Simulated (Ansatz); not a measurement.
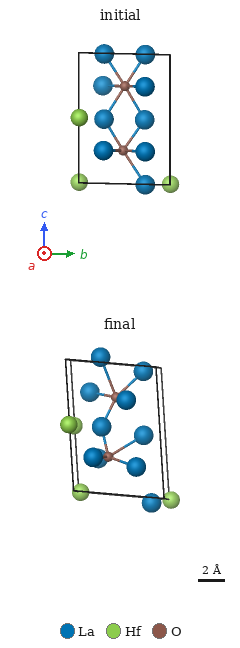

The structure of solid La$_{4}$HfO (a generated structure, set up in P1) (coarse preliminary run) before (top) and after (bottom) a relaxation, at one scale.

Style: ball-and-stick. Shown: the cell of the calculation, along the a axis.

All numbers below come from Ansatz 0.2.0, DFT PBE, scalar-relativistic, plane waves, PAW. (plane-wave cutoff 420 eV; k-point mesh 4 × 4 × 2; occupations gaussian; smearing width 0.2 eV; no spin polarisation; cell and atoms relaxed; force threshold 0.025 eV/Å; at most 60 steps)

Q: What changed between the two?

A: The run was cut off at its time limit before the relaxation converged, so the last structure is only a point on the way. An O atom moves most relative to the cell: 1.00 Å along [3 −3 1]. Largest moves by element: O 1.00 Å, La 0.89 Å, Hf 0.18 Å. The drawn cell changes as follows: a 5.000 → 5.056 Å (+1.1 %), b 7.062 → 7.058 Å (−0.1 %), c 10.065 → 10.199 Å (+1.3 %), α 91.3° → 98.5°, β 89.9° → 87.7°, γ 90.8° → 100.0°; the volume changes by −0.2 %. Among the contacts that change: La–O 3.164 → 4.983 Å, La–La 4.713 → 3.200 Å, La–O 3.004 → 4.382 Å, La–La 4.678 → 3.357 Å. Bonds break: La–O (3.00 → 4.38 Å), La–O (3.07 → 4.17 Å), La–O (3.16 → 4.98 Å). Among the angles between lasting bonds that change: La–O–La 173.1° → 118.7°, La–O–La 119.4° → 167.2°, O–La–O 118.3° → 157.6°. The space group stays P1 (No. 1). Over 7 geometry steps the energy falls by 261 meV per atom. Largest force component: 0.34 eV/Å at the start, 0.3 eV/Å at the end. Pressure: −0.91 GPa at the start and 0.47 GPa at the end. The run took 6.7 min on 1 thread of AMD EPYC 9R45 96-Core Processor (Zen 5), on a shared host, peak memory 0.88 GiB.
